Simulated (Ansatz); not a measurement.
# LiNiSnS4, from a guessed structure to a relaxed one, part 2 of 2

This structure for LiNiSnS4 is made up. Its elements were placed in a known structure type with a cell scaled to their sizes. What cell does the guess relax to, and how far off was it?

Ansatz 0.2.0; DFT, PBE, plane-wave PAW, files of the set soft_1, scalar-relativistic, ferromagnetic start, cell and ions relaxed at zero pressure; PAW set soft_1 (the session's first sound run).

So far: The structure; Relaxing cell and atoms.

### Step 2. Relaxing cell and atoms (continued)

Site moment by atom:

| atom | site moment (μB) |
| --- | --- |
| Sn1 | 0.007 |
| Ni2 | 0.489 |
| S3 | 0.086 |
| S4 | 0.010 |
| S5 | 0.010 |
| S6 | 0.086 |
| Li7 | 0.004 |

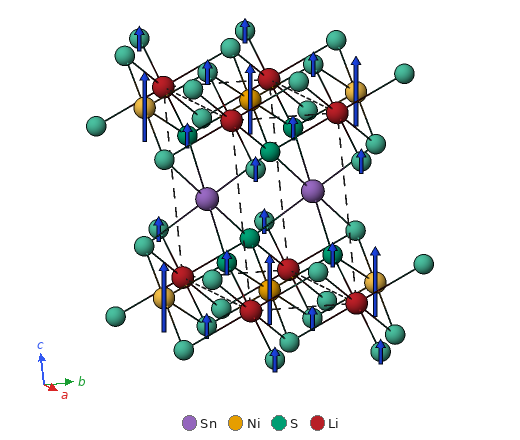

Site moment as arrows, the longest 0.489 μB. Up and down stand for the sign. Arrows give size and sign along the axis of quantisation, drawn up and down the page. Each arrow also spans its atom, so small moments look longer than they are. Some periodic images of atoms are drawn too.

The shortest distance of each pair, which need not be the same contact before and after:

| pair | guess (Å) | relaxed (Å) |
| --- | --- | --- |
| Ni–S | 2.378 | 2.309 |
| S–Sn | 2.569 | 2.541 |
| Li–S | 2.635 | 2.557 |
| S–S | 3.008 | 3.124 |
| Ni–Sn | 3.730 | 3.565 |

The relaxation ends with a largest force component of 0.0028 eV/Å and a pressure of 0.01 GPa.

### Step 3. Bands of the relaxed cell

A second self-consistent run takes a narrower smearing and the mesh shown in its input; the bands follow along the standard path of the relaxed lattice.

This step: DFT, PBE, plane-wave PAW, files of the set soft_1, scalar-relativistic, ferromagnetic start, bands and density of states at the relaxed cell; PAW set soft_1 (Ansatz 0.2.0).

File input.yaml:

```yaml
crystal:
  lattice:
    - [6.5071236854, 0.0, 0.1981711555]
    - [0.0, 3.5983653176, 0.0]
    - [-1.8453330897, 0.0, 5.8722549414]
  atoms:
    - { symbol: Sn, position: [0.5, 0.0, 0.5] }
    - { symbol: Ni, position: [0.5, 0.5, 0.0], spin: 0.5 }
    - { symbol: S, position: [0.7052027648, 0.0, 0.2027154806] }
    - { symbol: S, position: [0.7243344414, 0.5, 0.766683113] }
    - { symbol: S, position: [0.2756655586, 0.5, 0.233316887] }
    - { symbol: S, position: [0.2947972352, 0.0, 0.7972845194] }
    - { symbol: Li, position: [0.0, 0.0, 0.0] }
magnetization:
  spin_polarized: true
kpoints:
  mp_grid: { grid: [6, 8, 6] }
  band_path:
    path:
      - [[0.0, 0.0, 0.0], [-0.5, 0.0, 0.0], [-0.61490378, 0.0, 0.40146693], [-0.5, 0.0, 0.5], [-0.5, -0.5, 0.5], [-0.38509622, -0.5, 0.59853307], [0.0, -0.5, 0.5], [0.0, 0.0, 0.5], [-0.38509622, 0.0, 0.59853307]]
      - [[-0.61490378, -0.5, 0.40146693], [-0.5, -0.5, 0.0], [0.0, -0.5, 0.0]]
      - [[-0.5, 0.0, 0.0], [-0.5, -0.5, 0.0]]
    npoints: 7
scf:
  occupations: { method: fermi_dirac, width: 0.03 }
  n_extra_bands: 12
hamiltonian:
  xc: pbe
  pseudopotentials: { kind: paw, azcp: { folder: soft_1 } }
output:
  forces: true
  stress: true
  write_bands: true
  dos: { projected: true }
  write_density: true
  write_potential: true
  elf: true
  volumetric_format: npy
```

Run with:

```bash
> ansatz run input.yaml --threads 4 --pin off --max-ram 10240MiB --backend cpu --events-out ev --progress --plain --runs-dir out
```

Numbers of over 12 decimals in the logs are rounded to 6 here.

Output:

```text
[...]
Crystal: 7 atoms, lattice volume = 138.815 Å³
Basis set: ecut = 420 eV, 2705 PW (Γ), exchange–correlation on 90×50×90 points (8 copies of the dense FFT grid, shifted against one another)
Bands: 42, of which v1, the nominal top of the filled ones, is band 30 counted from 1 (29 counted from 0)
Symmetry: 4 space group operations
[...]
k-points: 100 of 288
[...]
Starting moments: Σ|m| = 0.5 μB on 1 of 7 sites
[...]
SCF iter   1: F=—  HF=-15679.607251 eV  |F-HF|=—  |Δ(HF+E_count)|=         —  Δρ=5.57e-2 (↑2.85e-2 ↓5.57e-2)  dr2=9.71e0  dr2_m=2.81e-1  M=0.170 μB ∫|m|=0.173 μB  β_m=0.30  ethr=3.10e-3  ⟨swp⟩=7.9  Hψ=42928  notcnv=0  defer=234
[...]
SCF iter  18: F=-15680.457646 eV  HF=-15680.457646 eV  |F-HF|=3.98e-10  |Δ(HF+E_count)|=   3.04e-9  Δρ=4.66e-7 (↑3.05e-7 ↓4.66e-7)  dr2=7.65e-10  dr2_m=3.98e-11  M=0.826 μB ∫|m|=0.873 μB  ethr=5.22e-11  ⟨swp⟩=8.2  Hψ=43471  notcnv=0
SCF 1 converged in 18 iterations: F = -15680.457646 eV  dr2 = 7.65e-10
[...]
NSCF: frozen V_eff on 80 k-points
SCF converged after 18 iterations
Magnetization: 0.8256 μB (29.9128 up, 29.0872 down)
Absolute magnetization: 0.8728 μB (∫|ρ↑−ρ↓|, with the PAW one-centre terms)
[...]
Per-site moments (μB) at R_I (Å): [(0.00610736, 1.048124), (0.484508, 0.952386), (0.085311, 0.982796), (0.010841, 0.952386), (0.010841, 0.952386), (0.085311, 0.982796), (0.00347997, 1.054604)]
Free energy (F): -15680.457646 eV
[...]
Internal energy: -15680.447867 eV  (E = F + TS)
E sigma→0 (E₀):  -15680.452756 eV
Entropy (-TS):   -0.009779 eV (-1.397 meV/atom)
Fermi energy:    7.047053 eV
[...]
--- Forces (eV/Å), atoms counted from 1 ---
  atom   1  Sn     0.00000000     0.00000000    -0.00000000
  atom   2  Ni     0.00000000     0.00000000     0.00000000
  atom   3  S     -0.01156652    -0.00000000     0.01988247
  atom   4  S     -0.00759749    -0.00000000    -0.01931164
  atom   5  S      0.00759749     0.00000000     0.01931164
  atom   6  S      0.01156652     0.00000000    -0.01988247
  atom   7  Li    -0.00000000     0.00000000     0.00000000
  max |Σ_I F_I| component: 1.58e-30 eV/Å
--- Stress (GPa, compression-positive) ---
       -0.047735      -0.000000       0.060543
       -0.000000       0.035118      -0.000000
        0.060543      -0.000000      -0.092674
  P = ⅓ Tr σ = -0.0351 GPa (-0.351 kbar)
--- Band table (eV; the first three rows and the last of 200) ---
  k-point 0 ↑: bands = [... 26 lower, 5.8592, 5.8696, 5.9380, 7.1787, 7.5033, 7.5478, 9.7706, 10.8583, ... 8 higher]
  k-point 1 ↑: bands = [... 26 lower, 5.6798, 5.8450, 5.9299, 7.3165, 7.4743, 7.5924, 10.0812, 10.9630, ... 8 higher]
  k-point 2 ↑: bands = [... 26 lower, 5.4072, 5.8373, 5.9313, 7.1049, 7.4299, 8.2378, 10.1720, 11.5185, ... 8 higher]
  k-point 99 ↓: bands = [... 26 lower, 5.0963, 5.6327, 5.7904, 6.8005, 7.8518, 7.9711, 9.5574, 10.3252, ... 8 higher]
```

Elapsed: 50 s, on 4 threads of Arm Neoverse V1, shared host; peak memory 1 GiB.

In the SCF lines HF is the Harris–Foulkes energy and dr2 the Hartree energy of the density residual, in eV; the loop may stop once dr2 is under the threshold and the program's other checks hold. Hψ counts applications of the Hamiltonian.

Numbers from this step:

```
free energy             : -15680.4576 eV
energy at zero smearing : -15680.4528 eV
smearing term TS        : 0.009779 eV
Fermi energy            : 7.047 eV
magnetization           : 0.8256 μB
absolute magnetization  : 0.8728 μB
site moments            : 0.006107, 0.4845, 0.08531, 0.01084, 0.01084, 0.08531, 0.003480 μB
pressure                : -0.03510 GPa
```

bands.tsv at the labelled points (eV, zero at the Fermi level; the bands that come nearest the Fermi level along the path):

```
point  band_29_up  band_30_up  band_31_up  band_27_dn  band_28_dn  band_29_dn  band_30_dn  band_31_dn
    Γ        0.13        0.46        0.50       -1.05       -0.96        0.21        0.88        0.97
    Y        0.18        0.44        0.66       -1.15       -1.10        0.49        0.81        0.94
    H       -0.46        0.33        1.57       -1.51       -1.12       -0.04        0.83        1.63
    C       -0.68        0.30        1.66       -1.34       -1.13       -0.22        0.81        1.71
    E       -0.36        0.26        0.57       -1.41       -1.26       -0.25        0.80        0.92
   M1       -0.22        0.16        0.49       -1.57       -1.46       -0.11        0.70        0.85
    A       -0.27        0.15        0.33       -1.90       -1.68       -0.08        0.62        0.69
    X       -0.03        0.37        1.61       -1.09       -1.06        0.35        0.87        1.66
   H1       -0.46        0.33        1.57       -1.51       -1.12       -0.04        0.83        1.63
    M       -0.22        0.16        0.49       -1.57       -1.46       -0.11        0.70        0.85
    D       -0.02        0.09        1.09       -1.94       -1.74        0.47        0.53        1.15
    Z       -0.35        0.10        1.57       -1.77       -1.71        0.06        0.63        1.63
    Y        0.18        0.44        0.66       -1.15       -1.10        0.49        0.81        0.94
    D       -0.02        0.09        1.09       -1.94       -1.74        0.47        0.53        1.15
```

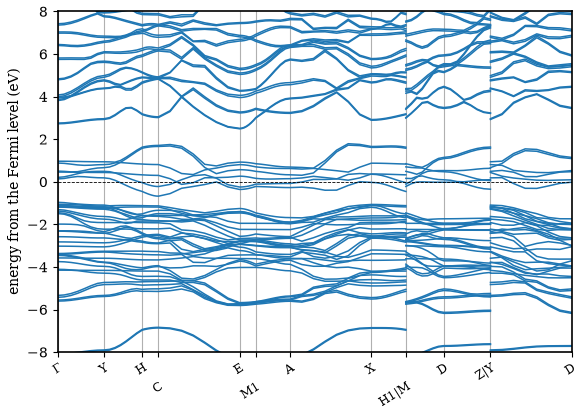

Bands along the path. 28 bands lie wholly below the window drawn.

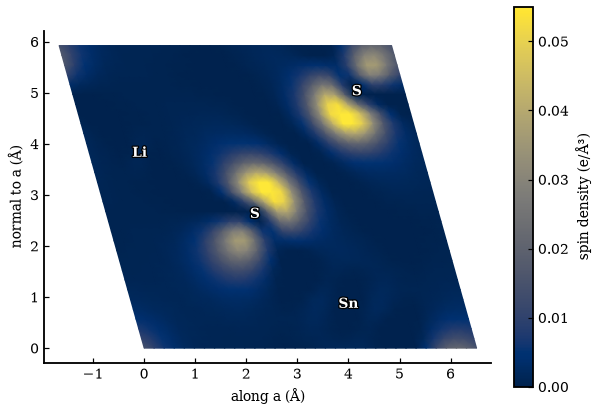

Spin density in the ac plane at fractional y = 0.000, with atoms of Sn and S and Li within 0.2 Å of it. The map starts off the cell's origin, so that atoms lie inside it.

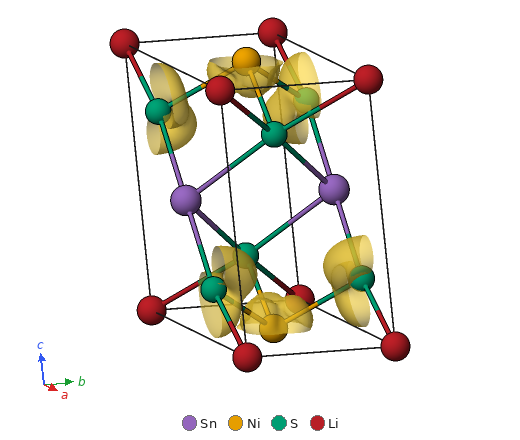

Surface of spin density = 0.015 e/Å³, which holds about 70 % of the integral of its size.

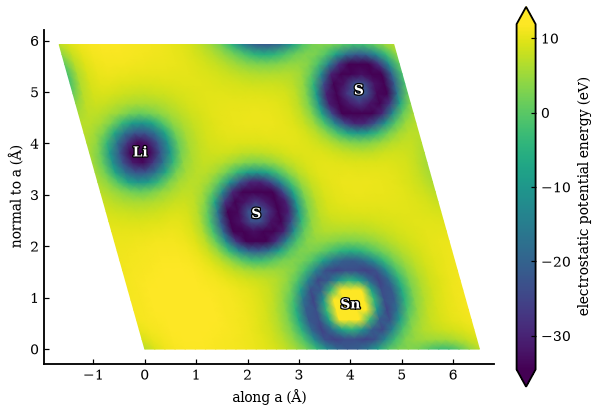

Electrostatic potential energy in the ac plane at fractional y = 0.000, with atoms of Sn and S and Li within 0.2 Å of it. With pseudopotentials it is smooth inside the atoms' cores, unlike the true potential. The map starts off the cell's origin, so that atoms lie inside it.

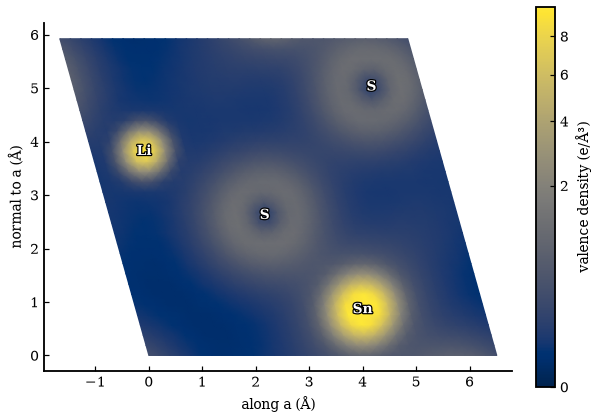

Valence density in the ac plane at fractional y = 0.000, with atoms of Sn and S and Li within 0.2 Å of it. It is the smooth field of the valence electrons, not physical close to the nuclei. The map starts off the cell's origin, so that atoms lie inside it. The colour scale is stretched toward low values.

### Step 4. Results

| Property | Result |
| --- | --- |
| space group, relaxed | P2/m |
| conventional cell | a = 6.155, b = 3.598, c = 6.510 Å; α = 90.0°, β = 105.7°, γ = 90.0° |
| volume per atom | 19.83 Å³ (guess 20.40) |
| total moment | 0.83 μB in the cell of 7 atoms |

**Reading.** LiNiSnS4 relaxes to P2/m with a = 6.155, b = 3.598 and c = 6.510 Å. The guessed volume was 3 % too large. The space group P2/m was held in the relaxation, so the end point is a stationary structure within it and may be a saddle against distortions or other arrangements. The input starts from parallel moments, and no other start was typed. Bands cross the Fermi level, so it is a metal or semimetal at this level. On the 6×8×6 mesh with the narrower smearing (relaxed on 5×7×5) the largest force component is 0.020 eV/Å and the largest stress component is 0.093 GPa, against the relaxation's thresholds of 0.015 eV/Å and 0.05 GPa. The cutoff wasn't tested. No dispersion term is used, so weakly bound directions may come out too long. Nothing here tests whether the compound is stable against decomposition.

[Logs are printed without paths, hosts, clocks, repeated set-up lines and the standing remarks that a program may print on its own settings, such as how far it seeks lower states.]

[Hosts, paths, dates, database ids (printed as entryN), source tags and the programs' standing remarks are cut or masked in the printed files.]
